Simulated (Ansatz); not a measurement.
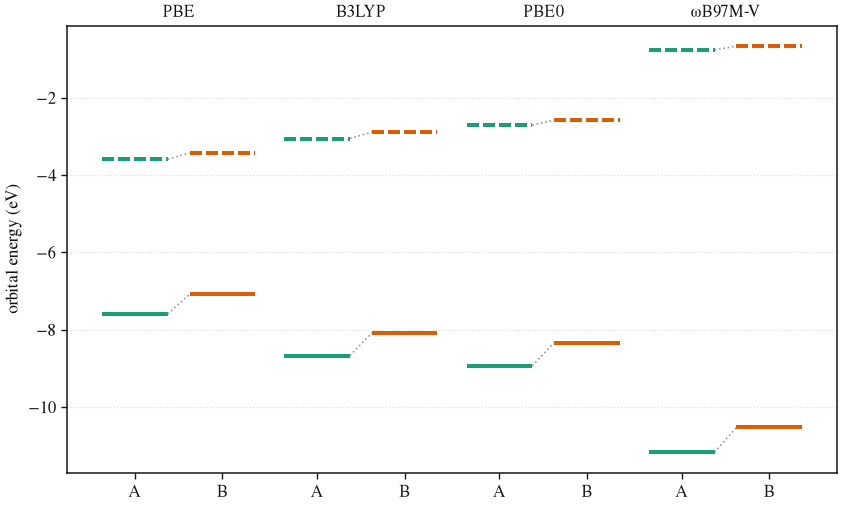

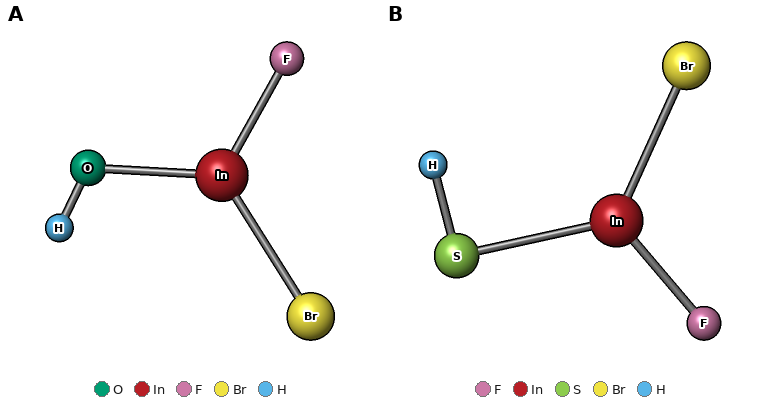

One change: A, InHOBrF (SMILES [OH][In]([F])[Br]), becomes B, InHSBrF (SMILES [F][In]([SH])[Br]). OH on In is replaced by SH. HOMO (solid) and LUMO (dashed) computed in def2-TZVPP at PBE0-D4/def2-TZVP geometries, both minima by their frequencies, gas phase, the Ansatz code.

What does the change do to HOMO and LUMO?

Answer. PBE: the HOMO rises by 0.50 eV, the LUMO rises by 0.16 eV, and the separation goes from 4.00 to 3.66 eV. B3LYP: the HOMO rises by 0.59 eV, the LUMO rises by 0.17 eV, and the separation goes from 5.61 to 5.19 eV. PBE0: the HOMO rises by 0.60 eV, the LUMO rises by 0.13 eV, and the separation goes from 6.23 to 5.75 eV. ωB97M-V: the HOMO rises by 0.65 eV, the LUMO rises by 0.10 eV, and the separation goes from 10.40 to 9.86 eV.

Do the functionals agree on the effect?

Answer. They agree on the direction for both levels; the HOMO shift lies between 0.50 and 0.65 eV and the LUMO shift between 0.10 and 0.17 eV, while the separations themselves differ by up to 6.4 eV between functionals.

Note: core potentials past krypton; spin-orbit coupling is left out, and with In it can shift these values.
